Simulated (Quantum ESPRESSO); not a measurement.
# Magnetic state of MnSi15 (Si32 Mn2 d5p43) from several starts, part 2 of 2

Aim: find out which collinear order of MnSi15 (Si32 Mn2 d5p43) costs least.

Quantum ESPRESSO 7.5; PBE; plane waves with GBRV 1.5 PBE potentials, no spin-orbit coupling.

So far, absolute magnetization (μB): step 2 (run 1 (ferro ++)) 7.40.

## (3) Start 2: antiferro +−

Contents of pw.in:

```
&CONTROL
  calculation = 'scf'
  prefix = 'pwscf'
  outdir = './tmp'
  pseudo_dir = './pseudo'
  disk_io = 'nowf'
/
&SYSTEM
  ibrav = 0
  celldm(1) = 8
  nat = 32
  ntyp = 3
  ecutwfc = 40
  ecutrho = 280
  nbnd = 103
  occupations = 'smearing'
  smearing = 'fd'
  degauss = 0.00367493
  nspin = 2
  starting_magnetization(1) = 0.3
  starting_magnetization(2) = 0
  starting_magnetization(3) = -0.3
/
&ELECTRONS
  conv_thr = 6.4d-08
  electron_maxstep = 150
  mixing_beta = 0.3
/
ATOMIC_SPECIES
Mn1    54.9380 mn_pbe_v1.5.uspp.F.UPF
Si     28.0850 si_pbe_v1.uspp.F.UPF
Mn2    54.9380 mn_pbe_v1.5.uspp.F.UPF
CELL_PARAMETERS alat
   2.5657756457106    0.0000000000000    0.0000000000000
   0.0000000000000    2.5657756457106    0.0000000000000
   0.0000000000000    0.0000000000000    1.2828878228553
ATOMIC_POSITIONS crystal
Mn1     0.0000000000    0.0000000000    0.0000000000
Si      0.1250000000    0.1250000000    0.2500000000
Si      0.0000000000    0.2500000000    0.5000000000
Si      0.1250000000    0.3750000000    0.7500000000
Si      0.2500000000    0.0000000000    0.5000000000
Si      0.3750000000    0.1250000000    0.7500000000
Si      0.2500000000    0.2500000000    0.0000000000
Si      0.3750000000    0.3750000000    0.2500000000
Mn2     0.0000000000    0.5000000000    0.0000000000
Si      0.1250000000    0.6250000000    0.2500000000
Si      0.0000000000    0.7500000000    0.5000000000
Si      0.1250000000    0.8750000000    0.7500000000
Si      0.2500000000    0.5000000000    0.5000000000
Si      0.3750000000    0.6250000000    0.7500000000
Si      0.2500000000    0.7500000000    0.0000000000
Si      0.3750000000    0.8750000000    0.2500000000
Si      0.5000000000    0.0000000000    0.0000000000
Si      0.6250000000    0.1250000000    0.2500000000
Si      0.5000000000    0.2500000000    0.5000000000
Si      0.6250000000    0.3750000000    0.7500000000
Si      0.7500000000    0.0000000000    0.5000000000
Si      0.8750000000    0.1250000000    0.7500000000
Si      0.7500000000    0.2500000000    0.0000000000
Si      0.8750000000    0.3750000000    0.2500000000
Si      0.5000000000    0.5000000000    0.0000000000
Si      0.6250000000    0.6250000000    0.2500000000
Si      0.5000000000    0.7500000000    0.5000000000
Si      0.6250000000    0.8750000000    0.7500000000
Si      0.7500000000    0.5000000000    0.5000000000
Si      0.8750000000    0.6250000000    0.7500000000
Si      0.7500000000    0.7500000000    0.0000000000
Si      0.8750000000    0.8750000000    0.2500000000
K_POINTS automatic
3 3 5 0 0 0
```

Run with:

```bash
> OMP_NUM_THREADS=1 mpirun -n 4 pw.x -nk 4 -in pw.in > pw.out
```

The program printed:

```text
[banner, memory and clock lines left out]
Program PWSCF v.7.5 starts

     Message from routine setup:
     using ibrav=0 with symmetry is DISCOURAGED, use correct ibrav instead

     bravais-lattice index     =            0
     lattice parameter (alat)  =       8.0000  a.u.
     unit-cell volume          =    4324.1027 (a.u.)^3
     number of atoms/cell      =           32
     number of atomic types    =            3
     number of electrons       =       150.00
     number of Kohn-Sham states=          103
     kinetic-energy cutoff     =      40.0000  Ry
     charge density cutoff     =     280.0000  Ry
     scf convergence threshold =      6.4E-08
     mixing beta               =       0.3000
     number of iterations used =            8  plain     mixing
     Exchange-correlation=  SLA  PW   PBX  PBC
                           (   1   4   3   4   0   0   0)

     celldm(1)=   8.000000  celldm(2)=   0.000000  celldm(3)=   0.000000
     celldm(4)=   0.000000  celldm(5)=   0.000000  celldm(6)=   0.000000

     crystal axes: (cart. coord. in units of alat)
               a(1) = (   2.565776   0.000000   0.000000 )
               a(2) = (   0.000000   2.565776   0.000000 )
               a(3) = (   0.000000   0.000000   1.282888 )

     reciprocal axes: (cart. coord. in units 2 pi/alat)
               b(1) = (  0.389746  0.000000  0.000000 )
               b(2) = (  0.000000  0.389746  0.000000 )
               b(3) = (  0.000000  0.000000  0.779491 )

     PseudoPot. # 1 for Mn read from file:
     mn_pbe_v1.5.uspp.F.UPF
     Pseudo is Ultrasoft + core correction, Zval = 15.0

     PseudoPot. # 2 for Si read from file:
     si_pbe_v1.uspp.F.UPF
     Pseudo is Ultrasoft + core correction, Zval =  4.0

     PseudoPot. # 3 for Mn read from file:
     mn_pbe_v1.5.uspp.F.UPF
     Pseudo is Ultrasoft + core correction, Zval = 15.0

     atomic species   valence    mass     pseudopotential
     Mn1              15.00    54.93800     Mn( 1.00)
     Si                4.00    28.08500     Si( 1.00)
     Mn2              15.00    54.93800     Mn( 1.00)

     Starting magnetic structure
     atomic species   magnetization
     Mn1             0.300
     Si              0.000
     Mn2            -0.300

      4 Sym. Ops. (no inversion) found

   Cartesian axes

     site n.     atom                  positions (alat units)
         1        Mn1    tau(   1) = (   0.0000000   0.0000000   0.0000000  )
         2        Si     tau(   2) = (   0.3207220   0.3207220   0.3207220  )
         3        Si     tau(   3) = (   0.0000000   0.6414439   0.6414439  )
         4        Si     tau(   4) = (   0.3207220   0.9621659   0.9621659  )
         5        Si     tau(   5) = (   0.6414439   0.0000000   0.6414439  )
         6        Si     tau(   6) = (   0.9621659   0.3207220   0.9621659  )
         7        Si     tau(   7) = (   0.6414439   0.6414439   0.0000000  )
         8        Si     tau(   8) = (   0.9621659   0.9621659   0.3207220  )
         9        Mn2    tau(   9) = (   0.0000000   1.2828878   0.0000000  )
        10        Si     tau(  10) = (   0.3207220   1.6036098   0.3207220  )
        11        Si     tau(  11) = (   0.0000000   1.9243317   0.6414439  )
        12        Si     tau(  12) = (   0.3207220   2.2450537   0.9621659  )
        13        Si     tau(  13) = (   0.6414439   1.2828878   0.6414439  )
        14        Si     tau(  14) = (   0.9621659   1.6036098   0.9621659  )
        15        Si     tau(  15) = (   0.6414439   1.9243317   0.0000000  )
        16        Si     tau(  16) = (   0.9621659   2.2450537   0.3207220  )
        17        Si     tau(  17) = (   1.2828878   0.0000000   0.0000000  )
        18        Si     tau(  18) = (   1.6036098   0.3207220   0.3207220  )
        19        Si     tau(  19) = (   1.2828878   0.6414439   0.6414439  )
        20        Si     tau(  20) = (   1.6036098   0.9621659   0.9621659  )
        21        Si     tau(  21) = (   1.9243317   0.0000000   0.6414439  )
        22        Si     tau(  22) = (   2.2450537   0.3207220   0.9621659  )
        23        Si     tau(  23) = (   1.9243317   0.6414439   0.0000000  )
        24        Si     tau(  24) = (   2.2450537   0.9621659   0.3207220  )
        25        Si     tau(  25) = (   1.2828878   1.2828878   0.0000000  )
        26        Si     tau(  26) = (   1.6036098   1.6036098   0.3207220  )
        27        Si     tau(  27) = (   1.2828878   1.9243317   0.6414439  )
        28        Si     tau(  28) = (   1.6036098   2.2450537   0.9621659  )
        29        Si     tau(  29) = (   1.9243317   1.2828878   0.6414439  )
        30        Si     tau(  30) = (   2.2450537   1.6036098   0.9621659  )
        31        Si     tau(  31) = (   1.9243317   1.9243317   0.0000000  )
        32        Si     tau(  32) = (   2.2450537   2.2450537   0.3207220  )

     number of k points=    12  Fermi-Dirac smearing, width (Ry)=  0.0037
                       cart. coord. in units 2pi/alat
        k(    1) = (   0.0000000   0.0000000   0.0000000), wk =   0.0222222
        k(    2) = (   0.0000000   0.0000000   0.1558983), wk =   0.0444444
        k(    3) = (   0.0000000   0.0000000   0.3117966), wk =   0.0444444
        k(    4) = (   0.0000000   0.1299152   0.0000000), wk =   0.0444444
        k(    5) = (   0.0000000   0.1299152   0.1558983), wk =   0.0888889
        [... 7 further k-points ...]

     Dense  grid:   342127 G-vectors     FFT dimensions: ( 120, 120,  60)

     Smooth grid:   147905 G-vectors     FFT dimensions: (  90,  90,  45)

     Check: negative core charge=   -0.000006
     Generating pointlists ...
     new r_m :   0.2291 (alat units)  1.8332 (a.u.) for type    1
     new r_m :   0.2291 (alat units)  1.8332 (a.u.) for type    2
     new r_m :   0.2291 (alat units)  1.8332 (a.u.) for type    3

     Initial potential from superposition of free atoms

     starting charge     148.9797, renormalised to     150.0000
     Starting wfcs are  146 randomized atomic wfcs

     Self-consistent Calculation

     iteration #  1     ecut=    40.00 Ry     beta= 0.30
     Davidson diagonalization with overlap
     ethr =  1.00E-02,  avg # of iterations =  3.4

     total energy              =    -708.20292588 Ry
     estimated scf accuracy    <       4.99445017 Ry

     total magnetization       =     0.00 Bohr mag/cell
     absolute magnetization    =     7.01 Bohr mag/cell

     iteration #  2     ecut=    40.00 Ry     beta= 0.30
     Davidson diagonalization with overlap
     ethr =  3.33E-03,  avg # of iterations =  4.3

     total energy              =    -706.10385413 Ry
     estimated scf accuracy    <      59.90895151 Ry

     total magnetization       =     0.00 Bohr mag/cell
     absolute magnetization    =     1.43 Bohr mag/cell

     [... further iterations left out ...]

     iteration # 17     ecut=    40.00 Ry     beta= 0.30
     Davidson diagonalization with overlap
     ethr =  7.03E-10,  avg # of iterations =  2.5

     total energy              =    -709.98713292 Ry
     estimated scf accuracy    <       0.00000018 Ry

     total magnetization       =    -0.00 Bohr mag/cell
     absolute magnetization    =     7.19 Bohr mag/cell

     iteration # 18     ecut=    40.00 Ry     beta= 0.30
     Davidson diagonalization with overlap
     ethr =  1.21E-10,  avg # of iterations =  3.6

     Magnetic moment per site  (integrated on atomic sphere of radius R)
     atom   1 (R=0.229)  charge= 12.9952  magn=  2.7040
     atom   2 (R=0.229)  charge=  1.8322  magn= -0.0513
     atom   3 (R=0.229)  charge=  1.8097  magn= -0.0000
     atom   4 (R=0.229)  charge=  1.8322  magn=  0.0513
     atom   5 (R=0.229)  charge=  1.8171  magn=  0.0087
     atom   6 (R=0.229)  charge=  1.8218  magn=  0.0017
     atom   7 (R=0.229)  charge=  1.8170  magn= -0.0000
     atom   8 (R=0.229)  charge=  1.8219  magn= -0.0017
     atom   9 (R=0.229)  charge= 12.9953  magn= -2.7041
     atom  10 (R=0.229)  charge=  1.8322  magn=  0.0513
     atom  11 (R=0.229)  charge=  1.8097  magn= -0.0000
     atom  12 (R=0.229)  charge=  1.8322  magn= -0.0513
     atom  13 (R=0.229)  charge=  1.8171  magn= -0.0087
     atom  14 (R=0.229)  charge=  1.8219  magn= -0.0017
     atom  15 (R=0.229)  charge=  1.8170  magn= -0.0000
     atom  16 (R=0.229)  charge=  1.8218  magn=  0.0017
     atom  17 (R=0.229)  charge=  1.8248  magn=  0.0022
     atom  18 (R=0.229)  charge=  1.8218  magn=  0.0017
     atom  19 (R=0.229)  charge=  1.8234  magn=  0.0000
     atom  20 (R=0.229)  charge=  1.8219  magn= -0.0017
     atom  21 (R=0.229)  charge=  1.8171  magn=  0.0087
     atom  22 (R=0.229)  charge=  1.8322  magn= -0.0513
     atom  23 (R=0.229)  charge=  1.8170  magn= -0.0000
     atom  24 (R=0.229)  charge=  1.8322  magn=  0.0513
     atom  25 (R=0.229)  charge=  1.8248  magn= -0.0022
     atom  26 (R=0.229)  charge=  1.8219  magn= -0.0017
     atom  27 (R=0.229)  charge=  1.8234  magn=  0.0000
     atom  28 (R=0.229)  charge=  1.8218  magn=  0.0017
     atom  29 (R=0.229)  charge=  1.8171  magn= -0.0087
     atom  30 (R=0.229)  charge=  1.8322  magn=  0.0513
     atom  31 (R=0.229)  charge=  1.8170  magn= -0.0000
     atom  32 (R=0.229)  charge=  1.8322  magn= -0.0513

     End of self-consistent calculation

     [... lines left out ...]
     the Fermi energy is     6.5382 ev

!    total energy              =    -709.98713321 Ry
     estimated scf accuracy    <       0.00000006 Ry
     smearing contrib. (-TS)   =      -0.00723154 Ry
     internal energy E=F+TS    =    -709.97990167 Ry

     The total energy is F=E-TS. E is the sum of the following terms:
     one-electron contribution =    -368.02216490 Ry
     hartree contribution      =     243.96667085 Ry
     xc contribution           =    -182.23256696 Ry
     ewald contribution        =    -403.69184066 Ry

     total magnetization       =    -0.00 Bohr mag/cell
     absolute magnetization    =     7.19 Bohr mag/cell

     convergence has been achieved in  18 iterations
```

It took 7.9 min on 4 MPI ranks of AMD EPYC 9B14 (Zen 4), shared host; peak memory 3.5 GiB.

Spin moment in the atom's sphere by element, in μB:

| element | atoms | mean | spread (r.m.s.) | least | largest |
| --- | --- | --- | --- | --- | --- |
| Mn | 2 | 0.00 | 2.70 | -2.70 | 2.70 |
| Si | 30 | 0.00 | 0.03 | -0.05 | 0.05 |

The atoms farthest from the mean of their element:

| atom | x, y, z (Å) | spin moment in the atom's sphere (μB) |
| --- | --- | --- |
| Mn1 | 0.00, 0.00, 0.00 | 2.70 |
| Mn9 | 0.00, 5.43, 0.00 | -2.70 |
| Si4 | 1.36, 4.07, 4.07 | 0.05 |
| Si2 | 1.36, 1.36, 1.36 | -0.05 |
| Si10 | 1.36, 6.79, 1.36 | 0.05 |
| Si12 | 1.36, 9.50, 4.07 | -0.05 |
| Si22 | 9.50, 1.36, 4.07 | -0.05 |
| Si24 | 9.50, 4.07, 1.36 | 0.05 |

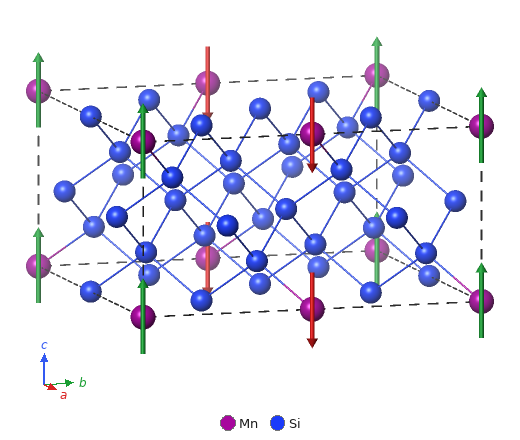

Spin moment in the atom's sphere as arrows, the longest 2.70 μB. Up and down stand for the sign. Arrows give size and sign along the axis of quantisation, drawn up and down the page. The two directions have two colours. Bonds to atoms that aren't drawn are left out. Some periodic images of atoms are drawn too.

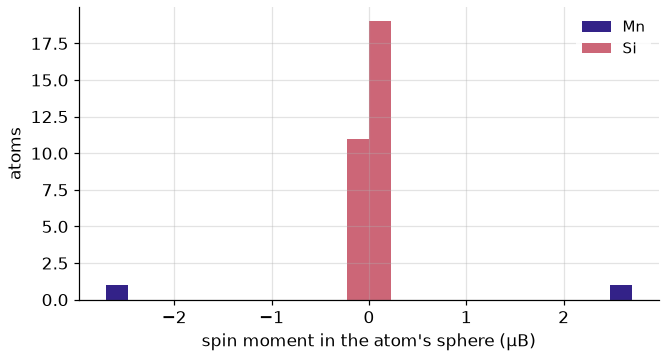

Spin moment in the atom's sphere as a stacked histogram.

Read from the output:

* smearing term TS: 0.09839 eV
* magnetization: 0 μB
* absolute magnetization: 7.19 μB
* final state: antiferromagnetic

## (4) Energies of the orders

An order is kept where moments of 0.15 μB or more survive with the typed signs; meshes match where a doubled cell samples the same k points as the first cell.

Orders:

| start | final state | typed order kept | energy over the lowest (meV a seeded atom) | largest site moment (μB) | net moment (μB a cell of the first run) | mesh matched | CPU time (s) |
| --- | --- | --- | --- | --- | --- | --- | --- |
| ferro ++ | ferromagnetic | yes | 0 | 2.775 | 5.79 | yes | 1800 |
| antiferro +- | antiferromagnetic | yes | 106 | 2.704 | 0 | yes | 1894 |

## (5) What came out

* lowest state found: ferromagnetic (from ferro ++)
* largest site moment: 2.77 μB
* next state with moments: antiferromagnetic, 106 meV a seeded atom higher

**Reading.** Only these 2 starts were compared; other wavevectors, canted and longer-period orders were not.

[Logs and program files are shortened in this print: banners, set-up blocks, solver, clock and traceback lines can be left out without a mark of their own.]

[Logs are printed without paths, hosts, clocks, repeated set-up lines and the standing remarks that a program may print on its own settings, such as how far it seeks lower states.]

[Hosts, paths, dates, database ids (printed as entryN), source tags and the programs' standing remarks are cut or masked in the printed files.]

[Where a cell is said to come from a database of computed structures, the database is the Materials Project.]
